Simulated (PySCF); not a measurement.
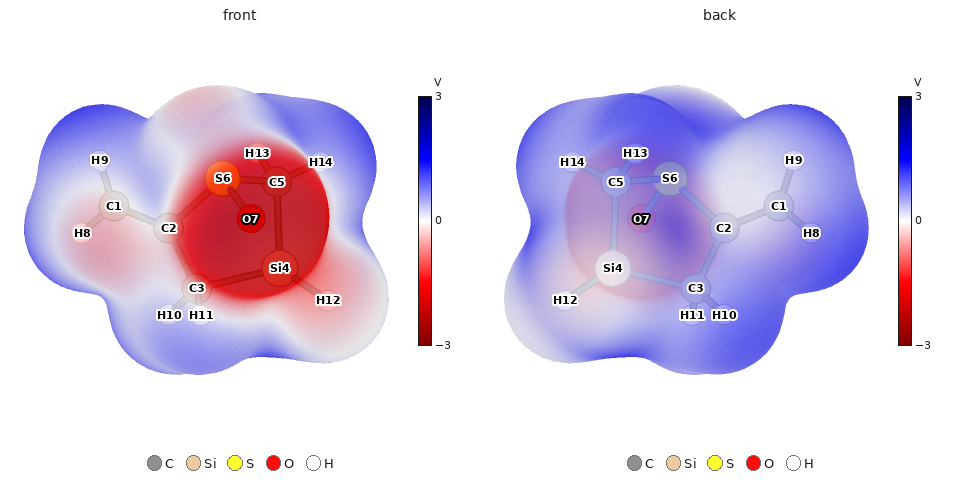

Figure 1: C$_{4}$H$_{7}$OSSi (doublet). The electrostatic potential painted on the density surface at 0.002 e/bohr³, seen from the front and from behind; red is negative and blue positive.

Geometry: GFN2-xTB.

Method: UKS B3LYP, pcH-1 on C H O S Si, non-relativistic, mean-field spin-orbit, GIAO in PySCF.

Input file:

```
{"job": {"kind": "epr", "basis": "pcH-1"}, "charge": 0, "multiplicity": 2}
C      2.033364     0.128210     0.782941
C      0.949885    -0.026855     0.047275
C      0.235185    -1.274149    -0.309634
Si    -1.618630    -0.872680     0.007640
C     -1.412989     0.972120     0.450800
S      0.050936     1.444847    -0.566535
O     -0.347238     1.108679    -1.939735
H      2.566090    -0.709190     1.205339
H      2.436193     1.106442     0.983965
H      0.649812    -2.134361     0.213422
H      0.347609    -1.442546    -1.383503
H     -2.483619    -1.091225    -1.150122
H     -1.162091     1.187864     1.486206
H     -2.245184     1.602372     0.149776
```

Launched as:

```sh
OMP_NUM_THREADS=1 python probes_run.py task.json out
```

**Which sites attract a positive test charge, and which a negative one?**

A positive charge is drawn to the negative regions and a negative charge to the positive ones. The most negative region (about −2.1 V) lies over O7, the most positive (about +1.2 V) over Si4, S6, H8 and H13. O7 is the likeliest acceptor of a hydrogen bond.
